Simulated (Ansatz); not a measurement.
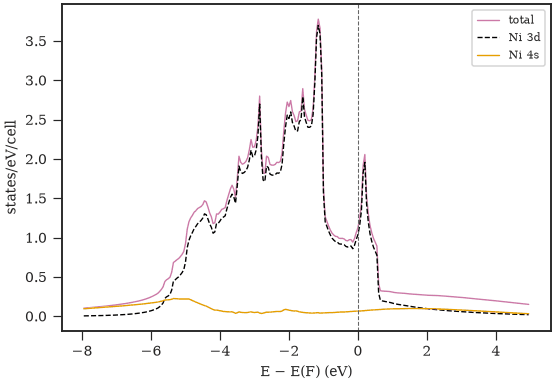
Figure: Total and projected density of states of Ni (fcc (Cu type), Fm-3m), r²SCAN+D4 in the plane-wave PAW code Ansatz

Q: Which orbitals carry the states next to the Fermi level?

A: Within 0.5 eV of the Fermi level: Ni 3d 92 %, Ni 4s 6 %. Projections are on Löwdin-orthogonalised atomic valence shells; empty p or d shells of many metals are not among them.

Q: Where is the tallest occupied peak in this window, and what makes it?

A: Near -1.1 eV, about 3.8 states/eV per cell; the largest projected share is Ni 3d.

The cell was relaxed with r²SCAN+D4 under the symmetry of its start. Magnetic state: ferromagnetic, chosen from 3 collinear starts compared on coarse meshes (ties went to the first, and starts can fall back to one state), not a proven ground state. Textbook magnetic order: ferromagnetic. Other orbital occupations within this spin state were not tried. The pairwise dispersion correction was not fitted to metals.

Potentials: the earlier of the program's two PAW sets.
